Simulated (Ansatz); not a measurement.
C19H33ClOSi (SMILES C[Si](C)(Cl)CCCCCCCCCCCOc1ccccc1), 55 atoms.

Geometry: PBE-D4/def2-SVP; not at a stationary point (largest force 0.6 eV/Å).

All numbers below come from RKS PBE0-D4/def2-TZVP in Ansatz 0.2.0.

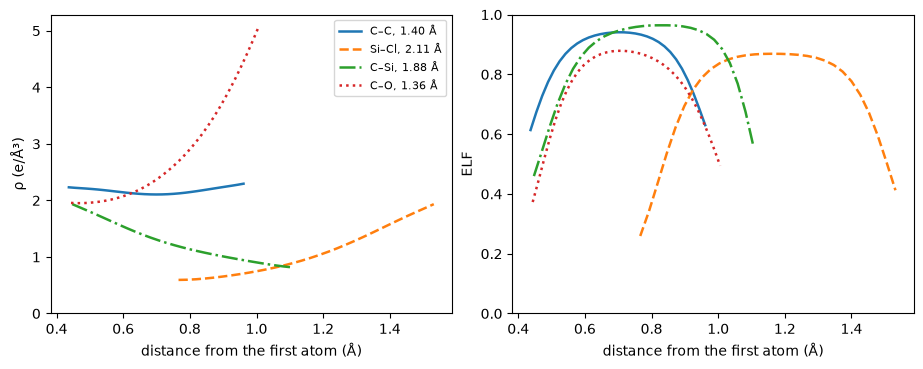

C19H33ClOSi. Electron density and electron localisation function along straight lines between neighbouring atoms. The curves leave out the atomic cores.

What kind of bonding do the profiles show?

C–C (1.40 Å): the density is about 2.1 e/Å³ at the midpoint; the ELF peaks at about 0.95 between the atoms: a covalent bond.
Si–Cl (2.11 Å): the density is about 0.81 e/Å³ at the midpoint; the ELF peaks at about 0.85 between the atoms: a polar covalent bond.
C–Si (1.88 Å): the density is about 0.96 e/Å³ at the midpoint; the ELF peaks at about 0.95 between the atoms; localised, covalent bonding.
C–O (1.36 Å): ρ at the midpoint is about 2.3 e/Å³, with its minimum of 2 e/Å³ about 0.5 Å from C; the ELF peaks at about 0.90 between the atoms, as expected for a polar covalent bond.
